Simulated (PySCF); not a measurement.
## Electronic structure of C8F5N (SMILES N#CC#CC(F)(F)C#CC(F)=C(F)F) in real space

The calculation's input:

```
{"job": {"kind": "nmr", "xc": "PBE0", "basis": "pcSseg-1"}, "charge": 0, "multiplicity": 1}
N      4.982668    -2.224129     0.082188
C      4.135004    -1.482771     0.298969
C      3.125794    -0.599408     0.557901
C      2.227071     0.172703     0.783293
C      1.147689     1.116245     1.064623
F      1.119068     1.425875     2.392390
F      1.365802     2.297871     0.419685
C     -0.122985     0.529307     0.645305
C     -1.191998     0.089597     0.310846
C     -2.395727    -0.509317    -0.109264
F     -2.306555    -1.738041    -0.643573
C     -3.591868     0.081029     0.000519
F     -3.757526     1.285650     0.510643
F     -4.737116    -0.445084    -0.375516
```

Run with:

```sh
OMP_NUM_THREADS=1 python probes_run.py task.json out
```

Geometry: GFN2-xTB.

The calculation used PBE0/pcSseg-1, SCF density, gas phase, non-relativistic (PySCF 2.14.0).

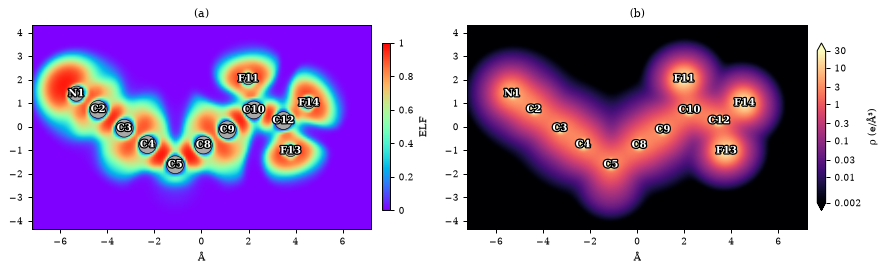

Figure 1. (a) ELF; (b) electron density on the plane of atoms C9, C10 and C12. Grey discs cover the atomic cores in the ELF map.

### Interpret the plot.

- The section cuts through N, C and F sites.
- C–N (1.15 Å): the density is about 3.5 e/Å³ at the midpoint; the ELF peaks at about 0.85 between the atoms: a short, multiple covalent bond.
- C–C (1.20 Å): ρ at the midpoint is about 2.7 e/Å³; the ELF peaks at about 0.85 between the atoms; a multiple bond.
- C–F (1.32 Å): the density is about 2.5 e/Å³ at the midpoint; the ELF peaks at about 0.85 between the atoms (a polar covalent bond).
- C–C (1.34 Å): ρ is about 2.3 e/Å³ halfway; the ELF peaks at about 0.95 between the atoms: a short, multiple covalent bond.
- C–F (1.34 Å): ρ is about 2.3 e/Å³ halfway; the ELF peaks at about 0.85 between the atoms; a polar covalent bond.
- The ELF also peaks beside F13, F14 and N1, away from the bonds: lone-pair regions.

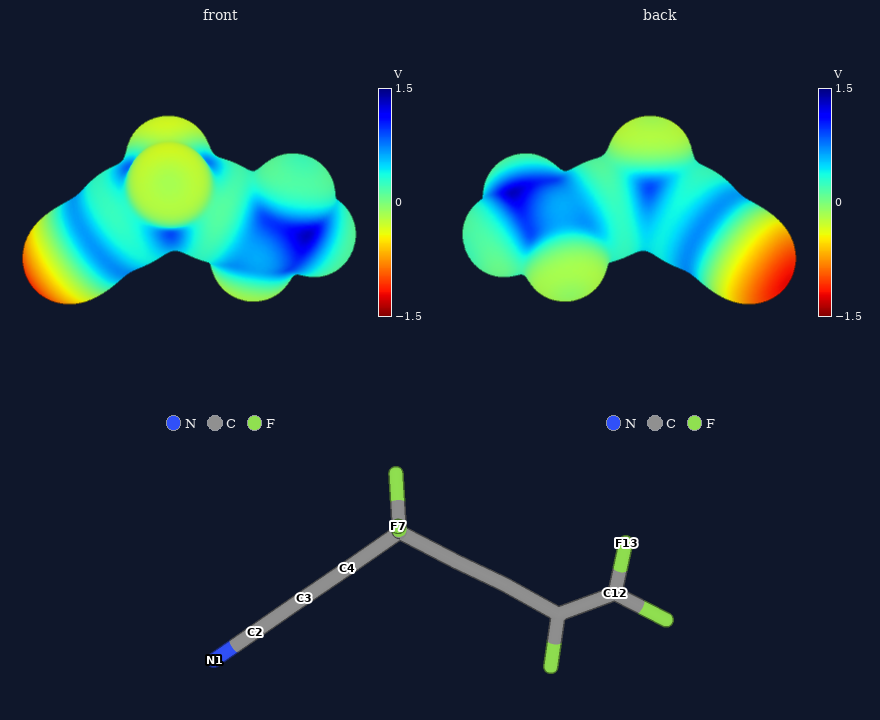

Figure 2. The molecular electrostatic potential painted on the density surface at 0.001 e/bohr³, seen from the front and from behind; the colour scale runs from red (negative) to blue (positive). The bare structure is drawn below in the same view.

### Which sites attract a positive test charge, and which a negative one?

A positive charge is drawn to the negative regions and a negative charge to the positive ones. The most negative region (about −1.2 V, or −28 kcal/mol for a unit charge) lies over N1, the most positive (about +1.2 V, or +28 kcal/mol for a unit charge) over the π face of C12. N1 is the likeliest acceptor of a hydrogen bond.
